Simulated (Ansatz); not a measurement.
**Molecular dynamics of WH5F (part 3 of 3)**

Continued. System: WH5F. Method: RKS PBE-D4/def2-SVP (Ansatz 0.2.0). It belongs to a series of runs on one base structure; here: dynamics from the highest image of the converged band.

Geometry of the input (Å):
```
W  -0.1184  0.3159  0.4981
F  0.6337  -0.0625  2.1947
H  1.3711  -0.1957  -0.0306
H  0.3296  1.6630  -0.4619
H  -1.4955  -0.5571  -0.0071
H  0.1142  -1.2151  -0.0881
H  0.1048  0.0515  -1.1657
```

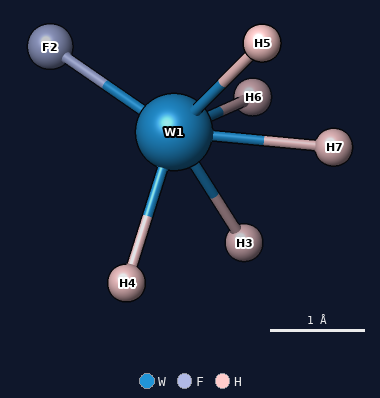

The geometry at step 104 of the log (ball-and-stick view, seen at a tilt; atoms are numbered from 1 in the order of the input).

```
Total energy: -4618.77264900 eV, -169.7367641343 hartree
Atom 0 at    -0.090256     0.294641     0.487764 Å, force    -0.431366     1.391181     1.772563 eV/Å
Atom 1 at     0.488073    -0.009767     2.216331 Å, force     0.023013    -0.004027    -0.599174 eV/Å
Atom 2 at     1.153258     1.346436    -0.164086 Å, force    -0.271663    -0.743564    -1.014694 eV/Å
Atom 3 at    -0.589051     1.891033     0.093762 Å, force     0.576145    -0.144952     0.284155 eV/Å
Atom 4 at    -1.659329     0.880008     0.412408 Å, force    -0.389177    -0.410159     0.125110 eV/Å
Atom 5 at     0.428099    -0.524953    -0.959301 Å, force     0.064704    -0.051539     0.655020 eV/Å
Atom 6 at    -1.294812    -0.964811     0.349506 Å, force     0.428344    -0.036941    -1.222981 eV/Å
Dipole moment:    -0.039313     0.085242     0.121236 e Å
```

Trajectory as extended XYZ (Å, eV, eV/Å), 28 of the 201 frames kept, from step=0 to step=200
```
7
Properties=species:S:1:pos:R:3:forces:R:3 step=0 time_fs=0.0 energy=-4618.54971 temperature=300.0
W    -0.1184    0.3159    0.4981    0.0036  -0.0019   0.0112
F     0.6337   -0.0625    2.1947   -0.0034   0.0028  -0.0081
H     1.3711   -0.1957   -0.0306   -0.0006   0.0002  -0.0003
H     0.3296    1.6630   -0.4619    0.0008   0.0004   0.0001
H    -1.4955   -0.5571   -0.0071   -0.0009  -0.0003  -0.0005
H     0.1142   -1.2151   -0.0881    0.0004  -0.0009  -0.0008
H     0.1048    0.0515   -1.1657    0.0001  -0.0003  -0.0016
7
Properties=species:S:1:pos:R:3:forces:R:3 step=7 time_fs=3.5 energy=-4618.50057 temperature=224.3
W    -0.1185    0.3153    0.4969   -0.3035  -0.4756   0.4413
F     0.6354   -0.0596    2.2030   -0.0581  -0.0521  -0.3220
H     1.3558   -0.1551   -0.0980    0.0392  -0.0182   0.0342
H     0.3953    1.6919   -0.3642    0.0455   0.0014  -0.2621
H    -1.5214   -0.5493   -0.0204    0.2487   0.1549   0.0041
H     0.1283   -1.2831   -0.0080    0.0131   0.5672  -0.0993
H     0.0522    0.0984   -1.1958    0.0151  -0.1775   0.2037
7
Properties=species:S:1:pos:R:3:forces:R:3 step=15 time_fs=7.5 energy=-4618.44340 temperature=135.8
W    -0.1188    0.3143    0.4959   -0.1539   0.2300   1.0586
F     0.6369   -0.0566    2.2101   -0.1046  -0.1160  -0.5196
H     1.3427   -0.1108   -0.1693   -0.0100   0.0080   0.1071
H     0.4755    1.7211   -0.2883   -0.0203  -0.2433  -0.3208
H    -1.5196   -0.5206   -0.0368    0.1254   0.0937  -0.1145
H     0.1478   -1.2881    0.0664    0.1235   0.3457  -0.3520
H    -0.0056    0.1260   -1.2039    0.0399  -0.3181   0.1413
7
Properties=species:S:1:pos:R:3:forces:R:3 step=22 time_fs=11.0 energy=-4618.43033 temperature=115.7
W    -0.1192    0.3136    0.4957    0.1274   1.1649   1.4154
F     0.6375   -0.0548    2.2130   -0.1144  -0.1733  -0.5386
H     1.3307   -0.0712   -0.2189   -0.0221   0.0325   0.1447
H     0.5431    1.7183   -0.2613   -0.1281  -0.3935  -0.2768
H    -1.5029   -0.4840   -0.0651   -0.1653  -0.0446  -0.2337
H     0.1799   -1.2508    0.0895    0.2340  -0.2358  -0.4742
H    -0.0511    0.1118   -1.1938    0.0686  -0.3503  -0.0369
7
Properties=species:S:1:pos:R:3:forces:R:3 step=30 time_fs=15.0 energy=-4618.48471 temperature=199.6
W    -0.1196    0.3136    0.4965    0.1379   0.6421   0.8887
F     0.6374   -0.0540    2.2122   -0.1108  -0.1943  -0.4498
H     1.3153   -0.0213   -0.2557    0.0654   0.0359   0.1115
H     0.6023    1.6631   -0.2701   -0.1738  -0.1858  -0.2357
H    -1.5047   -0.4459   -0.1282   -0.1584   0.0376  -0.1229
H     0.2477   -1.2346    0.0537    0.1364  -0.1273  -0.1645
H    -0.0931    0.0476   -1.1856    0.1034  -0.2082  -0.0273
7
Properties=species:S:1:pos:R:3:forces:R:3 step=37 time_fs=18.5 energy=-4618.49927 temperature=222.1
W    -0.1198    0.3140    0.4978    0.0225  -0.5360  -0.1012
F     0.6365   -0.0546    2.2085   -0.1043  -0.1670  -0.3040
H     1.3092    0.0264   -0.2737    0.1158  -0.0038   0.0741
H     0.6332    1.5918   -0.3076   -0.1320   0.1887  -0.2037
H    -1.5246   -0.4078   -0.1982    0.0736   0.1993   0.1367
H     0.3238   -1.2351    0.0010   -0.0793   0.3148   0.2744
H    -0.1173   -0.0349   -1.1809    0.1037   0.0039   0.1237
7
Properties=species:S:1:pos:R:3:forces:R:3 step=44 time_fs=22.0 energy=-4618.47419 temperature=183.4
W    -0.1200    0.3142    0.4991    0.1718  -0.6523  -0.8202
F     0.6350   -0.0562    2.2030   -0.0892  -0.1399  -0.0960
H     1.3155    0.0734   -0.2826    0.0511  -0.0687   0.0753
H     0.6478    1.5403   -0.3677   -0.1654   0.3376  -0.0368
H    -1.5379   -0.3485   -0.2534    0.1166   0.1565   0.2844
H     0.3921   -1.2044   -0.0223   -0.1517   0.2158   0.4474
H    -0.1298   -0.1176   -1.1631    0.0669   0.1510   0.1459
7
Properties=species:S:1:pos:R:3:forces:R:3 step=52 time_fs=26.0 energy=-4618.44508 temperature=138.4
W    -0.1200    0.3139    0.5000    0.5010   0.4546  -0.9747
F     0.6326   -0.0592    2.1961   -0.0619  -0.1263   0.1788
H     1.3288    0.1169   -0.2824   -0.0672  -0.1325   0.0406
H     0.6392    1.5258   -0.4381   -0.2666   0.1893   0.2880
H    -1.5407   -0.2620   -0.2781   -0.1360  -0.1166   0.2250
H     0.4516   -1.1478    0.0111    0.0057  -0.4363   0.2919
H    -0.1347   -0.1916   -1.1250    0.0251   0.1677  -0.0497
7
Properties=species:S:1:pos:R:3:forces:R:3 step=59 time_fs=29.5 energy=-4618.43836 temperature=128.1
W    -0.1198    0.3140    0.5001    0.5611   0.7886  -0.8632
F     0.6301   -0.0626    2.1911   -0.0422  -0.0795   0.3770
H     1.3333    0.1389   -0.2776   -0.0930  -0.1739  -0.0737
H     0.6003    1.5386   -0.4669   -0.1976   0.1156   0.4158
H    -1.5577   -0.1986   -0.2710   -0.2578  -0.2851   0.1553
H     0.5020   -1.1439    0.0786    0.0189  -0.4668   0.1789
H    -0.1354   -0.2360   -1.0964    0.0106   0.1011  -0.1900
7
Properties=species:S:1:pos:R:3:forces:R:3 step=67 time_fs=33.5 energy=-4618.46985 temperature=176.6
W    -0.1190    0.3145    0.4995    0.2554  -0.1613  -0.7512
F     0.6269   -0.0670    2.1883   -0.0574   0.0425   0.4707
H     1.3261    0.1395   -0.2837   -0.0599  -0.1562  -0.2076
H     0.5310    1.5722   -0.4436    0.0801   0.2132   0.2658
H    -1.6084   -0.1647   -0.2387    0.0228  -0.2410   0.2200
H     0.5579   -1.1938    0.1814   -0.2297   0.2551   0.0760
H    -0.1348   -0.2722   -1.0878   -0.0114   0.0477  -0.0736
7
Properties=species:S:1:pos:R:3:forces:R:3 step=74 time_fs=37.0 energy=-4618.47897 temperature=190.8
W    -0.1182    0.3149    0.4984   -0.0540  -0.6213  -0.4431
F     0.6236   -0.0706    2.1888   -0.1301   0.1513   0.4338
H     1.3114    0.1211   -0.3135   -0.0897  -0.0450  -0.2259
H     0.4785    1.6268   -0.3892    0.2947   0.2060   0.0918
H    -1.6519   -0.1652   -0.1837    0.2640  -0.1411   0.2346
H     0.5816   -1.2142    0.2797   -0.2277   0.4620  -0.2000
H    -0.1359   -0.2979   -1.0897   -0.0573  -0.0119   0.1089
7
Properties=species:S:1:pos:R:3:forces:R:3 step=81 time_fs=40.5 energy=-4618.49448 temperature=214.8
W    -0.1174    0.3150    0.4971   -0.0471  -0.0376   0.0266
F     0.6196   -0.0733    2.1921   -0.2488   0.2127   0.3234
H     1.2858    0.0979   -0.3689   -0.1584   0.1105  -0.1612
H     0.4585    1.7025   -0.3223    0.3107  -0.0889   0.0653
H    -1.6678   -0.1828   -0.1028    0.1871  -0.0876   0.1000
H     0.5818   -1.1868    0.3542    0.0837   0.0348  -0.5053
H    -0.1439   -0.3257   -1.0803   -0.1272  -0.1439   0.1511
7
Properties=species:S:1:pos:R:3:forces:R:3 step=89 time_fs=44.5 energy=-4618.51914 temperature=253.1
W    -0.1165    0.3151    0.4957    0.3904   0.5024   0.5341
F     0.6130   -0.0748    2.1981   -0.3885   0.2308   0.1214
H     1.2345    0.0881   -0.4553   -0.1538   0.2700  -0.1162
H     0.4778    1.7742   -0.2363    0.1596  -0.3956   0.0567
H    -1.6636   -0.2153    0.0020   -0.1454  -0.0230  -0.1130
H     0.5958   -1.1531    0.3688    0.3614  -0.3191  -0.5567
H    -0.1721   -0.3789   -1.0497   -0.2236  -0.2655   0.0737
7
Properties=species:S:1:pos:R:3:forces:R:3 step=96 time_fs=48.0 energy=-4618.60762 temperature=389.9
W    -0.1155    0.3155    0.4948    0.9057  -0.4666   0.5880
F     0.6047   -0.0745    2.2043   -0.4817   0.2330  -0.0938
H     1.1706    0.1122   -0.5464   -0.1057   0.3609  -0.1483
H     0.5156    1.7921   -0.1546    0.0077  -0.2942  -0.0337
H    -1.6741   -0.2455    0.0821   -0.2129   0.1883  -0.1612
H     0.6479   -1.1541    0.3148    0.1703   0.1760  -0.2548
H    -0.2241   -0.4565   -1.0122   -0.2834  -0.1973   0.1039
7
Properties=species:S:1:pos:R:3:forces:R:3 step=104 time_fs=52.0 energy=-4618.73104 temperature=580.9
W    -0.1136    0.3154    0.4941    1.0804  -1.8121   0.2193
F     0.5916   -0.0725    2.2106   -0.5267   0.2074  -0.2871
H     1.0811    0.1906   -0.6713   -0.1650   0.3433  -0.1272
H     0.5597    1.7764   -0.0670   -0.1165   0.1487  -0.1402
H    -1.7124   -0.2497    0.1523    0.0006   0.5246  -0.0671
H     0.7305   -1.1283    0.2195   -0.0316   0.5880   0.1298
H    -0.3231   -0.5712   -0.9519   -0.2413   0.0002   0.2724
7
Properties=species:S:1:pos:R:3:forces:R:3 step=111 time_fs=55.5 energy=-4618.88790 temperature=823.4
W    -0.1112    0.3143    0.4937    0.9234  -1.6280  -0.0893
F     0.5766   -0.0694    2.2143   -0.4728   0.1241  -0.3563
H     0.9819    0.3009   -0.7955   -0.2824   0.1501   0.0327
H     0.5836    1.7768   -0.0062   -0.2799   0.3521  -0.1068
H    -1.7480   -0.1913    0.2048    0.1063   0.6182   0.0254
H     0.8026   -1.0400    0.1478    0.0870   0.2644   0.1834
H    -0.4392   -0.6732   -0.8670   -0.0814   0.1190   0.3108
7
Properties=species:S:1:pos:R:3:forces:R:3 step=119 time_fs=59.5 energy=-4619.02058 temperature=1028.3
W    -0.1077    0.3118    0.4932    0.5896   0.0394   0.0029
F     0.5561   -0.0649    2.2158   -0.2645  -0.0234  -0.3119
H     0.8298    0.4450   -0.9308   -0.2185  -0.2026   0.2537
H     0.5687    1.8222    0.0493   -0.5052   0.1315  -0.0182
H    -1.7755   -0.0408    0.2684    0.0424   0.3186   0.0790
H     0.8991   -0.9089    0.0877    0.2032  -0.4042  -0.0598
H    -0.5817   -0.7735   -0.7295    0.1530   0.1406   0.0542
7
Properties=species:S:1:pos:R:3:forces:R:3 step=126 time_fs=63.0 energy=-4618.95665 temperature=929.4
W    -0.1043    0.3095    0.4928    0.4936   1.0730   0.3012
F     0.5363   -0.0611    2.2151    0.0235  -0.1222  -0.1768
H     0.6711    0.5486   -1.0198    0.1060  -0.4027   0.3147
H     0.4951    1.8800    0.0937   -0.5349  -0.0806  -0.0775
H    -1.7940    0.1307    0.3332   -0.0320  -0.1633   0.0686
H     1.0022   -0.8358    0.0304   -0.3180  -0.4555  -0.1543
H    -0.6892   -0.8437   -0.6017    0.2619   0.1514  -0.2760
7
Properties=species:S:1:pos:R:3:forces:R:3 step=133 time_fs=66.5 energy=-4618.77124 temperature=643.2
W    -0.1005    0.3079    0.4926    0.1555   1.1466   0.4555
F     0.5167   -0.0580    2.2134    0.3417  -0.1571   0.0203
H     0.5258    0.6074   -1.0734    0.5206  -0.3603   0.2250
H     0.3600    1.9303    0.1280   -0.4360  -0.1073  -0.2313
H    -1.8143    0.2846    0.4057    0.0691  -0.5105   0.0228
H     1.0677   -0.8139   -0.0433   -0.8914  -0.2605  -0.0940
H    -0.7674   -0.8952   -0.5041    0.2406   0.2491  -0.3982
7
Properties=species:S:1:pos:R:3:forces:R:3 step=141 time_fs=70.5 energy=-4618.71418 temperature=555.0
W    -0.0962    0.3070    0.4926   -0.6738   0.8415   0.2766
F     0.4970   -0.0557    2.2116    0.6243  -0.1388   0.2541
H     0.4350    0.6263   -1.1028    0.8149  -0.1080   0.1523
H     0.1442    1.9725    0.1343   -0.2681  -0.1390  -0.3137
H    -1.8256    0.3892    0.4911    0.2524  -0.5925  -0.0551
H     1.0201   -0.8269   -0.1417   -0.8909  -0.1665  -0.0970
H    -0.8234   -0.9181   -0.4458    0.1412   0.3032  -0.2172
7
Properties=species:S:1:pos:R:3:forces:R:3 step=148 time_fs=74.0 energy=-4618.85658 temperature=774.9
W    -0.0928    0.3067    0.4929   -1.2799   0.7055  -0.0928
F     0.4837   -0.0546    2.2117    0.7322  -0.0813   0.3659
H     0.4539    0.6279   -1.1073    0.7833   0.1305   0.2772
H    -0.0780    1.9907    0.1020   -0.0021  -0.3117  -0.2424
H    -1.8068    0.4088    0.5594    0.1834  -0.4040  -0.1190
H     0.8704   -0.8602   -0.2410   -0.3936  -0.1463  -0.2193
H    -0.8548   -0.9026   -0.4225   -0.0234   0.1073   0.0305
7
Properties=species:S:1:pos:R:3:forces:R:3 step=156 time_fs=78.0 energy=-4618.98382 temperature=971.6
W    -0.0899    0.3070    0.4930   -1.1738   0.0005  -0.6638
F     0.4741   -0.0538    2.2144    0.6833   0.0819   0.2996
H     0.5833    0.6493   -1.0704    0.4505   0.3472   0.4917
H    -0.3295    1.9669    0.0322    0.3427  -0.4042  -0.0535
H    -1.7642    0.3784    0.6207   -0.1925   0.0762  -0.1456
H     0.6469   -0.9151   -0.3849    0.1863   0.1645  -0.2017
H    -0.8968   -0.8735   -0.3907   -0.2964  -0.2661   0.2732
7
Properties=species:S:1:pos:R:3:forces:R:3 step=163 time_fs=81.5 energy=-4619.02408 temperature=1034.2
W    -0.0882    0.3072    0.4928   -0.8026  -1.3602  -1.1712
F     0.4701   -0.0526    2.2187    0.5321   0.3179   0.0530
H     0.7544    0.7099   -0.9786    0.0638   0.4576   0.5723
H    -0.5102    1.8981   -0.0363    0.4487  -0.2023   0.1492
H    -1.7471    0.3589    0.6558   -0.3407   0.5169  -0.2009
H     0.4689   -0.9431   -0.5340    0.3897   0.5811   0.0792
H    -0.9669   -0.8767   -0.3292   -0.2910  -0.3109   0.5184
7
Properties=species:S:1:pos:R:3:forces:R:3 step=170 time_fs=85.0 energy=-4619.13335 temperature=1203.1
W    -0.0870    0.3065    0.4917   -0.9300  -2.4615  -1.2414
F     0.4695   -0.0494    2.2233    0.3823   0.4742  -0.2165
H     0.9332    0.8226   -0.8210   -0.2987   0.4128   0.5099
H    -0.6402    1.8080   -0.0882    0.3675   0.2290   0.2576
H    -1.7648    0.3969    0.6665   -0.0021   0.6447  -0.3163
H     0.3353   -0.9067   -0.6739    0.4585   0.6332   0.3492
H    -1.0679   -0.9118   -0.2079    0.0225   0.0676   0.6574
7
Properties=species:S:1:pos:R:3:forces:R:3 step=178 time_fs=89.0 energy=-4619.24388 temperature=1373.2
W    -0.0864    0.3039    0.4897   -1.4033  -1.7835  -0.1524
F     0.4718   -0.0424    2.2270    0.2984   0.4054  -0.3972
H     1.0939    1.0057   -0.5730   -0.5720   0.0345   0.0727
H    -0.7354    1.7396   -0.1113    0.3787   0.5832   0.2982
H    -1.7822    0.5259    0.6348    0.4008   0.2613  -0.2966
H     0.2497   -0.7818   -0.7868    0.5725   0.1410   0.2927
H    -1.1784   -0.9409    0.0174    0.3249   0.3581   0.1826
7
Properties=species:S:1:pos:R:3:forces:R:3 step=185 time_fs=92.5 energy=-4619.03459 temperature=1049.7
W    -0.0868    0.3005    0.4878   -1.3987   0.3417   1.6757
F     0.4757   -0.0335    2.2276    0.2299   0.2628  -0.5541
H     1.1668    1.1718   -0.3472   -0.5091  -0.3848  -0.6227
H    -0.7692    1.7470   -0.0937    0.6013   0.4540   0.3746
H    -1.7535    0.6728    0.5709    0.2742  -0.2180  -0.1147
H     0.2451   -0.6532   -0.8510    0.5747  -0.4182  -0.0311
H    -1.2393   -0.9289    0.2359    0.2277  -0.0375  -0.7277
7
Properties=species:S:1:pos:R:3:forces:R:3 step=193 time_fs=96.5 energy=-4618.67912 temperature=501.0
W    -0.0884    0.2968    0.4869   -0.7416   1.6696   2.4578
F     0.4819   -0.0213    2.2240    0.1000   0.1361  -0.7039
H     1.1802    1.3069   -0.1792   -0.2831  -0.6433  -1.1033
H    -0.7214    1.8165   -0.0200    0.7464   0.0862   0.4038
H    -1.6889    0.8110    0.4826   -0.2683  -0.4339   0.0723
H     0.3190   -0.5600   -0.9221    0.3477  -0.3825   0.1981
H    -1.2782   -0.9239    0.3809    0.0990  -0.4321  -1.3249
7
Properties=species:S:1:pos:R:3:forces:R:3 step=200 time_fs=100.0 energy=-4618.77259 temperature=645.4
W    -0.0903    0.2946    0.4878   -0.4314   1.3912   1.7726
F     0.4881   -0.0098    2.2163    0.0230  -0.0040  -0.5992
H     1.1533    1.3464   -0.1641   -0.2717  -0.7436  -1.0147
H    -0.5891    1.8910    0.0938    0.5761  -0.1450   0.2842
H    -1.6593    0.8800    0.4124   -0.3892  -0.4102   0.1251
H     0.4281   -0.5250   -0.9593    0.0647  -0.0515   0.6550
H    -1.2948   -0.9648    0.3495    0.4283  -0.0369  -1.2230
```
